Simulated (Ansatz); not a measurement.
ClFH$_{4}$Si$_{3}$ (SMILES F[Si][SiH2][SiH2]Cl)

```
atom    x (Å)    y (Å)    z (Å)
  Cl   3.1446  -1.0861   0.4549
   F  -0.7416  -0.3388   1.7374
  Si  -0.8983  -1.7908   1.0023
  Si  -0.0690  -1.0074  -1.1700
  Si   1.9571   0.1209  -0.7964
   H  -1.0213  -0.0189  -1.7683
   H   0.1367  -2.1013  -2.1651
   H   1.7372   1.3995  -0.0740
   H   2.7644   0.3935  -2.0147
```

Geometry: B3LYP/6-31G*.

All numbers below come from isolated molecule in a Gaussian basis; Kohn-Sham density functional theory, functional PBE0 (Ansatz).

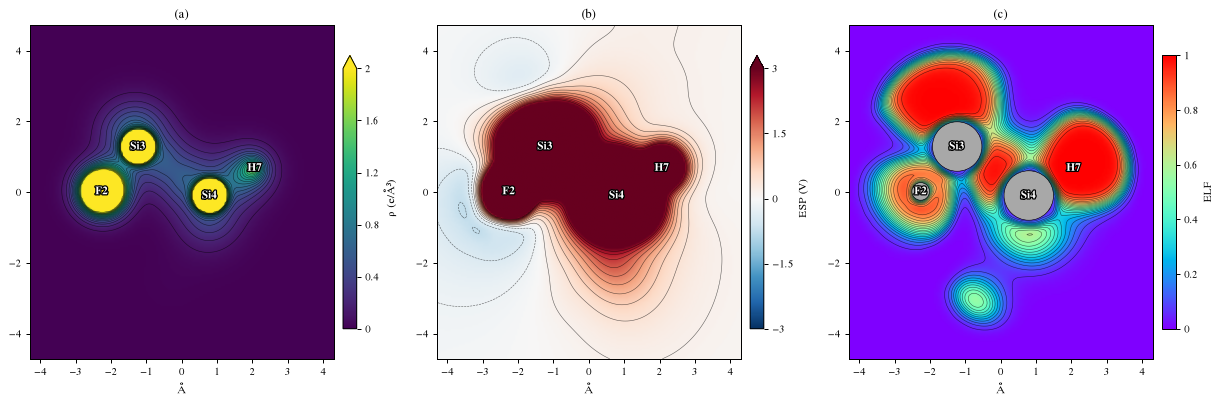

Figure 1. (a) electron density; (b) electrostatic potential; (c) ELF on the plane of atoms F2, Si3 and Si4. Grey discs cover the atomic cores in the ELF map.

**Describe what can be read from this map.**

- The plane passes through F, Si and H nuclei.
- Si–F (1.64 Å): ρ is about 1.1 e/Å³ halfway; the ELF peaks at about 0.85 in the valence shell of F, 0.6 Å from its nucleus, and is about 0.45 at the midpoint.
- Si–H (1.49 Å): the density is about 0.78 e/Å³ at the midpoint; the ELF climbs to about 1 towards the hydrogen, as it does in any bond to H.
- Si–Si (2.45 Å): ρ is about 0.56 e/Å³ halfway; the ELF peaks at about 1 between the atoms: a shared electron pair.
- The ELF also peaks beside F2 and Si3, away from the bonds: lone-pair regions.
- Outside the dense part of the molecule the potential is most negative (−0.7 V) near F2.

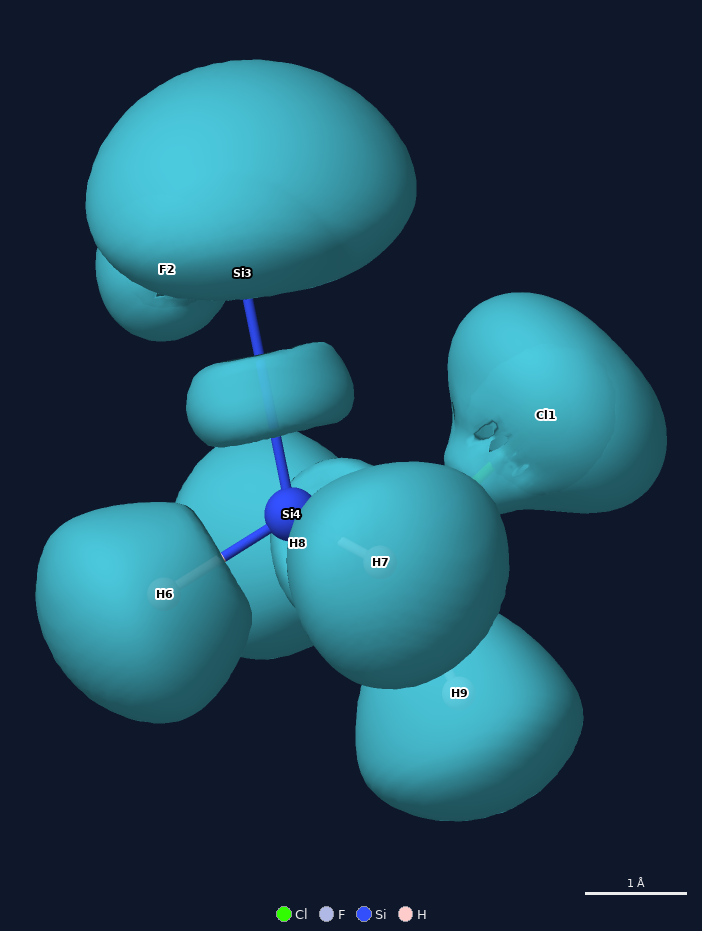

Figure 2. Isosurface of the electron localisation function at 0.8 (cyan), seen at an oblique angle. Core shells and regions of very low density are left out.

**Describe the localisation domains.**

The surface consists of two regions between bonded Si–Si atoms (shared pairs), four regions around hydrogen nuclei, one region on Cl in which the atom's valence shell and bonds are merged, one lobe on Si, pointing away from the bonds (lone pairs) and one region wrapped around F (its lone pairs, merged into a ring or cap). Profiles from the grid: Si–Cl (2.11 Å): the ELF peaks at about 0.85 between the atoms; a shared but strongly polarised pair.

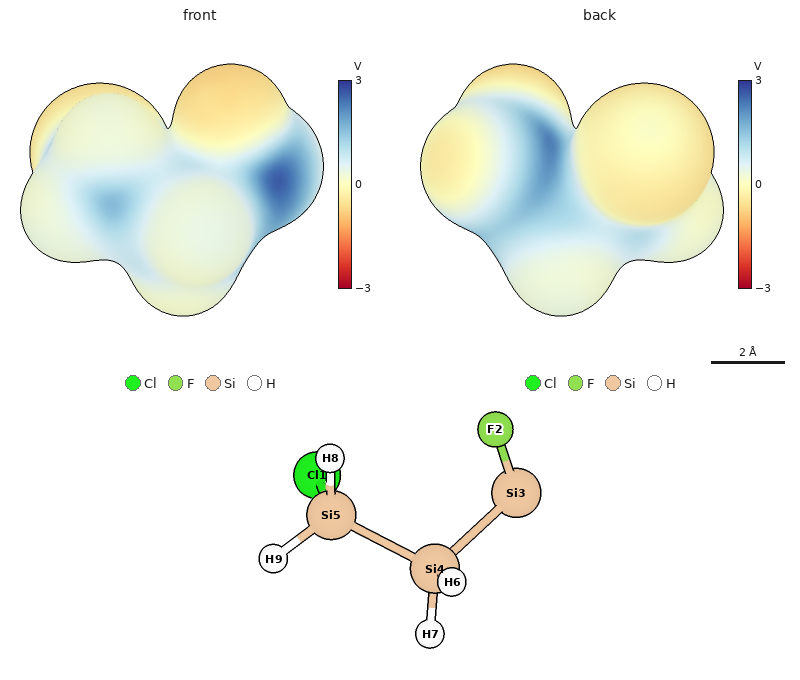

Figure 3. The molecular electrostatic potential painted on the density surface at 0.002 e/bohr³, seen from the front and from behind; the colour scale runs from red (negative) to blue (positive). The bare structure is drawn below in the same view.

**Describe the electrostatic potential map.**

The most negative region (about −0.7 V) lies over F2, the most positive (about +2.4 V) over Si3.

**What dipole moment does the calculation give?**

Its dipole moment is 1.83 D.
